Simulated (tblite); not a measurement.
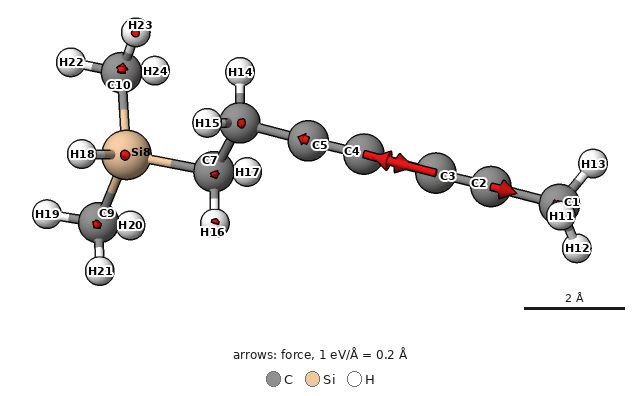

Starting geometry of C₉H₁₄Si with the computed forces as red arrows. The picture is a ball-and-stick view, seen at a tilt.

All numbers below come from tblite, GFN2-xTB geometry optimisation, gas phase. 

Is this structure relaxed? If not, where do the atoms go?

It isn't relaxed: the largest force vector, on a C atom, is 6.92 eV/Å. The final displacements have little in common with the starting forces (cosine between the two patterns 0.29). The largest moves after the best rigid fit, 0.17 Å, are those of H atoms. By element the largest moves are H 0.17 Å, C 0.16 Å, Si 0.06 Å. Near-neighbour distances that change, for instance: C–C 1.554 → 1.359 Å, C–Si 1.861 → 1.904 Å, C–C 1.478 → 1.443 Å, C–Si 1.881 → 1.909 Å. Bond angles that change, for instance: Si–C–H 107.4° → 110.0°, C–C–Si 114.8° → 112.8°. The energy falls by 17.4 kcal/mol in 52 geometry steps.
